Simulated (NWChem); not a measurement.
# AlNH4O2 (SMILES [NH2][Al]([OH])[OH]): HF/STO-3G

What is the energy change on altering one bond length of AlNH4O2 at HF/STO-3G? Input form: an ASE script.

Program for the calculation: NWChem 7.3.0.

3 further runs of the same task are left out: 3 set aside as unsound or not needed. Runs told in other sessions of the task aren't counted.

### Step 1. The system as given

AlNH4O2: 8 atoms, total charge 0, spin state singlet. As SMILES, `[NH2][Al]([OH])[OH]`. The coordinates come from a PBE0-D4/def2-TZVP relaxation. This is one conformer, not always the lowest.

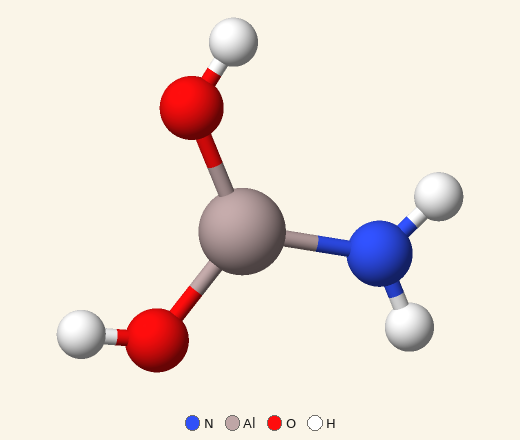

Viewed from a chosen angle; nitrogen blue, aluminium light grey, oxygen red, hydrogen white.

### Step 2. Energy and gradient at HF/STO-3G

run.py

```python
from ase import Atoms
from ase.calculators.nwchem import NWChem

atoms = Atoms('NAlOOHHHH', positions=[
    [-0.453400, 1.370900, 0.159000],
    [0.021900, -0.314300, -0.015200],
    [1.569400, -0.806100, -0.500900],
    [-1.140100, -1.496100, 0.324200],
    [0.132800, 2.170000, -0.009000],
    [-1.372600, 1.662000, 0.447700],
    [2.287000, -0.213800, -0.712700],
    [-0.952800, -2.429800, 0.251200],
])

calc = NWChem(
    label='alh4no2',
    theory='scf',
    memory='2200 mb',
    basis='STO-3G',
    basispar='spherical bse',
    scf={'nopen': '0', 'rhf': None, 'thresh': '1e-08', 'maxiter': '80'},
)
atoms.calc = calc

forces = atoms.get_forces()
print("Total energy (eV):", round(atoms.get_potential_energy(), 6))
print("forces (eV/A):")
for s, f in zip(atoms.symbols, forces):
    print(f"{s:2s} {f[0]:10.5f} {f[1]:10.5f} {f[2]:10.5f}")
print("dipole (e A):", atoms.get_dipole_moment().round(4))
```

Launch:

```sh
$ export ASE_NWCHEM_COMMAND="nwchem PREFIX.nwi > PREFIX.nwo"
$ python run.py
```

Log:

```text
Total energy (eV): -12050.712127
forces (eV/A):
N     0.52003   -2.21650   -0.19669
Al    0.51062    0.06268   -0.15658
O    -2.42728   -1.60411    0.72294
O    -0.24297    2.81639    0.12084
H     0.26313    0.44974   -0.07384
H    -0.38063    0.23716    0.12141
H     0.71328    1.65224   -0.19314
H     1.04377   -1.39755   -0.34489
dipole (e A): [ 0.1847  0.1975 -0.0537]
```

The calculator wrote alh4no2.nwi:

```
title "alh4no2"

permanent_dir alh4no2

scratch_dir alh4no2

start alh4no2

geometry units angstrom nocenter noautosym noautoz
  N  -4.5340000000000003e-01 1.3709000000000000e+00 1.5900000000000000e-01
  Al 2.1899999999999999e-02 -3.1430000000000002e-01 -1.5200000000000000e-02
  O  1.5693999999999999e+00 -8.0610000000000004e-01 -5.0090000000000001e-01
  O  -1.1400999999999999e+00 -1.4961000000000000e+00 3.2419999999999999e-01
  H  1.3280000000000000e-01 2.1699999999999999e+00 -8.9999999999999993e-03
  H  -1.3726000000000000e+00 1.6619999999999999e+00 4.4769999999999999e-01
  H  2.2869999999999999e+00 -2.1379999999999999e-01 -7.1270000000000000e-01
  H  -9.5279999999999998e-01 -2.4298000000000002e+00 2.5119999999999998e-01
end

memory 2200 mb

basis spherical bse noprint
   * library STO-3G
end

scf
  nopen 0
  rhf
  thresh 1e-08
  maxiter 80
end

task scf gradient
```

alh4no2.nwo (excerpt; [...] marks lines left out):

```text
[...]
         Total SCF energy =   -442.855506019960
      One-electron energy =   -941.312532155301
      Two-electron energy =    336.758312871828
 Nuclear repulsion energy =    161.698713263513
[... 3 lines left out ...]
             Final eigenvalues
[... 32 lines left out ...]
                       ROHF Final Molecular Orbital Analysis
[...]
  wavefunction    =   RHF
                         RHF ENERGY GRADIENTS
    atom               coordinates                        gradient
                 x          y          z           x          y          z
   1 N      -0.856802   2.590625   0.300466   -0.010113   0.043104   0.003825
   2 Al      0.041385  -0.593941  -0.028724   -0.009930  -0.001219   0.003045
   3 O       2.965736  -1.523308  -0.946564    0.047203   0.031195  -0.014059
[... 4 lines of this table left out ...]
   8 H      -1.800531  -4.591656   0.474699   -0.020298   0.027178   0.006707
[...]
```

Wall time 1.9 s (1 thread of AMD EPYC 9R45 (Zen 5), shared host); peak memory 0.099 GiB.

### Step 3. The distorted shape: a single-point energy at HF/STO-3G

mol.xyz

```xyz
8

N     -0.917641     1.518437     0.304707
Al    -0.442341    -0.166763     0.130507
O      1.569400    -0.806100    -0.500900
O     -1.604341    -1.348563     0.469907
H     -0.331441     2.317537     0.136707
H     -1.836841     1.809537     0.593407
H      2.287000    -0.213800    -0.712700
H     -1.417041    -2.282263     0.396907
```

run.py

```python
from ase.io import read
from ase.calculators.nwchem import NWChem

atoms = read('mol.xyz')

calc = NWChem(
    label='mol',
    theory='scf',
    memory='2200 mb',
    basis='STO-3G',
    basispar='spherical bse',
    scf={'nopen': '0', 'rhf': None, 'thresh': '1e-08', 'maxiter': '80'},
    task='energy',
)
atoms.calc = calc

print("Total energy (eV):", round(atoms.get_potential_energy(), 6))
print("dipole (e A):", atoms.get_dipole_moment().round(4))
```

Launch:

```sh
$ export ASE_NWCHEM_COMMAND="nwchem PREFIX.nwi > PREFIX.nwo"
$ python run.py
```

Log:

```text
Total energy (eV): -12047.697196
dipole (e A): [-0.112   0.2542  0.0388]
```

The calculator wrote mol.nwi:

```
title "mol"

permanent_dir mol

scratch_dir mol

start mol

geometry units angstrom nocenter noautosym noautoz
  N  -9.1764100000000004e-01 1.5184370000000000e+00 3.0470700000000001e-01
  Al -4.4234099999999998e-01 -1.6676299999999999e-01 1.3050700000000001e-01
  O  1.5693999999999999e+00 -8.0610000000000004e-01 -5.0090000000000001e-01
  O  -1.6043410000000000e+00 -1.3485630000000000e+00 4.6990700000000002e-01
  H  -3.3144099999999999e-01 2.3175370000000002e+00 1.3670700000000000e-01
  H  -1.8368409999999999e+00 1.8095370000000000e+00 5.9340700000000002e-01
  H  2.2869999999999999e+00 -2.1379999999999999e-01 -7.1270000000000000e-01
  H  -1.4170410000000000e+00 -2.2822629999999999e+00 3.9690700000000001e-01
end

memory 2200 mb

basis spherical bse noprint
   * library STO-3G
end

scf
  nopen 0
  rhf
  thresh 1e-08
  maxiter 80
end

task scf energy
```

mol.nwo (excerpt; [...] marks lines left out):

```text
[...]
         Total SCF energy =   -442.744709329815
      One-electron energy =   -918.215688471754
      Two-electron energy =    325.253792079132
 Nuclear repulsion energy =    150.217187062807
[... 3 lines left out ...]
             Final eigenvalues
[... 32 lines left out ...]
                       ROHF Final Molecular Orbital Analysis
[...]
```

Run time: 1.7 s. Hardware: 1 thread of AMD EPYC 9R45 (Zen 5), shared host; peak memory 0.099 GiB.

### Step 4. Results

Level: HF/STO-3G.

| quantity | value |
| --- | --- |
| first shape: total energy | -442.85551 Eh |
| first shape: dipole moment | 1.32 D |
| first shape: HOMO energy | -7.69 eV |
| first shape: LUMO energy | 11.20 eV |
| first shape: HOMO–LUMO gap | 18.89 eV |
| first shape: largest force on an atom | 2.998 eV/Å |
| distorted shape: total energy | -442.74471 Eh |
| distorted shape: dipole moment | 1.35 D |
| distorted shape: HOMO energy | -6.57 eV |
| distorted shape: LUMO energy | 8.10 eV |
| distorted shape: HOMO–LUMO gap | 14.67 eV |
| energy change with the Al2–O3 bond stretched from 1.695 to 2.203 Å | 3.015 eV |

With the Al2–O3 bond stretched from 1.695 to 2.203 Å the energy rises by 3.01 eV (291 kJ/mol). The first shape isn't relaxed at this level, so the change isn't measured from a minimum. The minimal basis adds a large error of its own. The largest force (first shape) is 3.00 eV/Å: the shape isn't a stationary point for this species at this level. Mulliken charges (first shape) run from -0.67 on N1 to +1.21 on Al2.
